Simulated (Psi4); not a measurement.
# MoCl2O2 (molybdenum dichloride dioxide) at BLYP/def2-SVP (core potential)

What is the vertical singlet–triplet gap of MoCl2O2 (molybdenum dichloride dioxide) at BLYP/def2-SVP (core potential)? 

Program for the calculation: Psi4 1.11.

10 further runs of the same task are left out: 8 that didn't finish, 2 set aside as unsound or not needed.

**1. Starting point**

MoCl2O2 has 5 atoms, charge 0, and is taken as a singlet. As SMILES, `O=[Mo](=O)(Cl)Cl`. Geometry: relaxed at PBE0-D4/def2-TZVP.

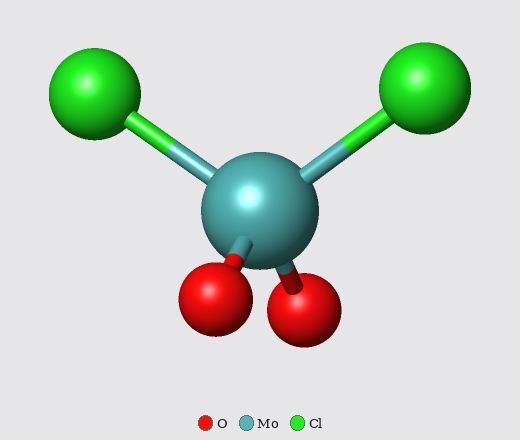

The structure, seen from a chosen angle (oxygen red, molybdenum teal, chlorine green).

**2. Energy and forces at BLYP/def2-SVP (core potential)**

Contents of input.dat:

```
memory 2.2 GB

molecule molecule1 {
  0 1
  O      0.160790    -0.193810     1.710330
  Mo     0.067390    -0.061640     0.055230
  O      1.227030    -1.074450    -0.573270
  Cl    -1.960190    -0.720580    -0.637400
  Cl     0.504990     2.050480    -0.554890
  units angstrom
  symmetry c1
  no_reorient
  no_com
}

set {
  basis def2-SVP
  reference rks
  puream true
  e_convergence 1e-09
  d_convergence 1e-08
  scf_type pk
  dft_radial_points 99
  dft_spherical_points 590
}

energy_value, wavefunction = gradient('blyp', return_wfn=True)
oeprop(wavefunction, 'QUADRUPOLE', 'DIPOLE', 'MULLIKEN_CHARGES')
print_variables()
```

Command:

```sh
psi4 input.dat output.dat -n 1
```

output.dat, shortened:

```text
[...]
    !!!  WARNING: ECP capability is in beta. Please check occupations closely.  !!!
[...]
  Running in c1 symmetry.
[...]
  Nuclear repulsion =  327.309723448332477
[...]
  Multiplicity = 1
[...]
  Nalpha       = 32
  Nbeta        = 32
[...]
    Number of basis functions: 95
[...]
   @RKS iter   1: -1137.68257889166694    5.78322e-01   1.70408e-02 DIIS/ADIIS
[...]
   @RKS iter  16: -1138.81974189351467    0.00000e+00   2.29077e-09 DIIS
[...]
    Orbital Energies [Eh]
    ---------------------
    Doubly Occupied:
       1A   -100.738008     2A   -100.737982     3A    -18.842101
       4A    -18.842097     5A     -9.205392     6A     -9.205369
       7A     -7.040051     8A     -7.040040     9A     -7.035927
      10A     -7.035913    11A     -7.034744    12A     -7.034738
      13A     -2.571326    14A     -1.622686    15A     -1.614541
      16A     -1.602669    17A     -0.852515    18A     -0.845566
      19A     -0.764037    20A     -0.759762    21A     -0.415762
      22A     -0.406567    23A     -0.401730    24A     -0.398761
      25A     -0.386089    26A     -0.362985    27A     -0.337288
      28A     -0.318292    29A     -0.315689    30A     -0.305843
      31A     -0.304914    32A     -0.296717
[...]
  @RKS Final Energy: -1138.81974189351467
   => Energetics <=
    Nuclear Repulsion Energy =            327.3097234483324769
    One-Electron Energy =               -2244.9106856866374073
    Two-Electron Energy =                 860.2184009053266891
    DFT Exchange-Correlation Energy =     -81.4371805605364472
    Empirical Dispersion Energy =           0.0000000000000000
    VV10 Nonlocal Energy =                  0.0000000000000000
    Total Energy =                      -1138.8197418935146743
[...]
  -Total Gradient:
     Atom            X                  Y                   Z
    ------   -----------------  -----------------  -----------------
       1       -0.002702324757     0.003664071209    -0.042178505179
       2        0.019712756802    -0.018032105743     0.016161007445
       3       -0.029692562863     0.025952218530     0.015628397408
       4        0.016470285331     0.005542333180     0.005552305229
       5       -0.003736740608    -0.017172895813     0.004878665260
[...]
 Multipole Moments:
 ------------------------------------------------------------------------------------
     Multipole            Electronic (a.u.)      Nuclear  (a.u.)        Total (a.u.)
 ------------------------------------------------------------------------------------
 L = 1.  Multiply by 2.5417464519 to convert [e a0] to [Debye]
 Dipole X            :         23.6703080          -23.9851221           -0.3148141
 Dipole Y            :        -21.6317174           21.9194247            0.2877072
 Dipole Z            :         19.3937583          -19.6516966           -0.2579383
 Magnitude           :                                                    0.4984130
 L = 2.  Multiply by 1.3450342976 to convert [e a0^2] to [Debye ang]
 Quadrupole XX       :       -335.8509846          292.7214112          -43.1295734
 Quadrupole XY       :       -108.9381490          109.8479528            0.9098038
[...]
  Mulliken Charges: (a.u.)
   Center  Symbol    Alpha    Beta     Spin     Total
       1     O     4.12314  4.12314  0.00000 -0.24629
       2    MO     6.63254  6.63254  0.00000  0.73493
       3     O     4.12314  4.12314  0.00000 -0.24629
       4    CL     8.56060  8.56060  0.00000 -0.12119
       5    CL     8.56058  8.56058  0.00000 -0.12116
   Total alpha = 32.00000, Total beta = 32.00000, Total charge =  0.00000
  Variable Map:
  ----------------------------------------------------------------------------
  "CURRENT ENERGY"              =>   -1138.819741893515
[...]
```

Run time: 16 s. Hardware: 1 thread of Intel Xeon 6975P-C (Granite Rapids), shared host; peak memory 0.93 GiB.

**3. The triplet, same level**

Contents of cl2moo2.json:

```json
{
  "schema_name": "qcschema_input",
  "schema_version": 1,
  "molecule": {
    "schema_name": "qcschema_molecule",
    "schema_version": 2,
    "symbols": ["O", "Mo", "O", "Cl", "Cl"],
    "geometry": [0.30384906, -0.36624782, 3.23205528, 0.12734864, -0.11648272, 0.10436957, 2.31875065, -2.03041623, -1.0833233, -3.70422225, -1.36169885, -1.20451143, 0.9542928, 3.87484562, -1.04859013],
    "molecular_charge": 0,
    "molecular_multiplicity": 3,
    "fix_symmetry": "c1"
  },
  "driver": "gradient",
  "model": {
    "method": "blyp",
    "basis": "def2-SVP"
  },
  "keywords": {
    "reference": "uks",
    "puream": true,
    "e_convergence": 1e-09,
    "d_convergence": 1e-08,
    "scf_type": "pk",
    "dft_radial_points": 99,
    "dft_spherical_points": 590,
    "maxiter": 100,
    "scf_properties": ["DIPOLE", "QUADRUPOLE", "LOWDIN_CHARGES"]
  }
}
```

Command:

```sh
psi4 --qcschema cl2moo2.json -n 1 --memory 2200MB
```

stdout, shortened:

```text
[...]
    !!!  WARNING: ECP capability is in beta. Please check occupations closely.  !!!
[...]
  Running in c1 symmetry.
[...]
  Nuclear repulsion =  327.309723767329274
[...]
  Multiplicity = 3
[...]
  Nalpha       = 33
  Nbeta        = 31
[...]
    Number of basis functions: 95
[...]
   @UKS iter   1: -1137.72433854101837    5.71755e-01   1.55878e-02 ADIIS/DIIS
[...]
   @UKS iter  35: -1138.67557716771262   -4.77485e-12   5.97042e-09 DIIS
[...]
   @S^2 Observed:                2.004746377E+00
[...]
  @UKS Final Energy: -1138.67557716771262
   => Energetics <=
    Nuclear Repulsion Energy =            327.3097237673292739
    One-Electron Energy =               -2245.1382122608224563
    Two-Electron Energy =                 860.6415789435949364
    DFT Exchange-Correlation Energy =     -81.4886676178143858
    Empirical Dispersion Energy =           0.0000000000000000
    VV10 Nonlocal Energy =                  0.0000000000000000
    Total Energy =                      -1138.6755771677126177
[...]
 Multipole Moments:
 ------------------------------------------------------------------------------------
     Multipole            Electronic (a.u.)      Nuclear  (a.u.)        Total (a.u.)
 ------------------------------------------------------------------------------------
 L = 1.  Multiply by 2.5417464519 to convert [e a0] to [Debye]
 Dipole X            :         10.4782180          -10.6153945           -0.1371765
 Dipole Y            :         -9.5780471            9.7034175            0.1253705
 Dipole Z            :          8.5857614           -8.6981481           -0.1123868
 Magnitude           :                                                    0.2171772
 L = 2.  Multiply by 1.3450342976 to convert [e a0^2] to [Debye ang]
 Quadrupole XX       :       -328.6799717          285.4932941          -43.1866776
 Quadrupole XY       :       -115.9853092          116.4531789            0.4678697
[...]
  -Total Gradient:
     Atom            X                  Y                   Z
    ------   -----------------  -----------------  -----------------
       1        0.003161686165     0.001337004046    -0.110462822936
       2        0.036960146926    -0.033776809653     0.030282682863
       3       -0.073831356110     0.063244368456     0.052560775162
       4        0.037705367437     0.007615975359     0.014122407181
       5       -0.003941885680    -0.038469225079     0.013540903990
[...]
```

The result, in JSON:

```text
{
 "driver": "gradient",
 "model": {
  "method": "blyp",
  "basis": "def2-SVP"
 },
 "success": true,
 "return_result": [0.003161686165044319, 0.0013370040463920874, -0.11046282293635068, 0.036960146925509224, -0.033776809653067064, 0.03028268286342431, -0.07383135610956112, 0.06324436845612791, 0.05256077516175381, 0.0377053674367146, 0.007615975358600403, 0.014122407181202078, -0.003941885680321042, -0.03846922507894959, 0.013540903989524948],
 "properties": {
  "calcinfo_nbasis": 95,
  "calcinfo_nmo": 95,
  "calcinfo_nalpha": 33,
  "calcinfo_nbeta": 31,
  "calcinfo_natom": 5,
  "nuclear_repulsion_energy": 327.3097237673293,
  "return_energy": -1138.6755771677126,
  "return_gradient": [0.003161686165044319, 0.0013370040463920874, -0.11046282293635068, 0.036960146925509224, -0.033776809653067064, 0.03028268286342431, -0.07383135610956112, 0.06324436845612791, 0.05256077516175381, 0.0377053674367146, 0.007615975358600403, 0.014122407181202078, -0.003941885680321042, -0.03846922507894959, 0.013540903989524948],
  "scf_one_electron_energy": -2245.1382122608225,
  "scf_two_electron_energy": 860.6415789435949,
  "scf_xc_energy": -81.48866761781439,
  "scf_dipole_moment": [-0.13717648614765565, 0.12537046537029362, -0.11238678447540096],
  "scf_total_energy": -1138.6755771677126,
  "scf_total_gradient": [0.003161686165044319, 0.0013370040463920874, -0.11046282293635068, 0.036960146925509224, -0.033776809653067064, 0.03028268286342431, -0.07383135610956112, 0.06324436845612791, 0.05256077516175381, 0.0377053674367146, 0.007615975358600403, 0.014122407181202078, -0.003941885680321042, -0.03846922507894959, 0.013540903989524948],
  "scf_iterations": 35
 }
}
```

Run time: 30 s. Hardware: 1 thread of Intel Xeon 6975P-C (Granite Rapids), shared host; peak memory 0.93 GiB.

**4. What came out**

At BLYP/def2-SVP (core potential):

| quantity | value |
| --- | --- |
| singlet: total energy | -1138.81974 Eh |
| singlet: dipole moment | 1.27 D |
| singlet: HOMO energy | -8.07 eV |
| singlet: LUMO energy | -4.15 eV |
| singlet: HOMO–LUMO gap | 3.92 eV |
| singlet: largest force on an atom | 2.182 eV/Å |
| triplet: total energy | -1138.67558 Eh |
| triplet: dipole moment | 0.55 D |
| triplet: HOMO energy (highest over α and β) | -4.03 eV |
| triplet: ⟨S²⟩ | 2.005 |
| triplet: largest force on an atom | 5.683 eV/Å |
| vertical energy of the triplet above the singlet | 3.923 eV |

In words: At this shape the triplet lies 3.92 eV (379 kJ/mol) above the singlet. The largest force (singlet) is 2.18 eV/Å: the shape isn't a stationary point for this species at this level. Mulliken charges (singlet) run from -0.25 on O1 to +0.73 on Mo2; they depend strongly on the basis.
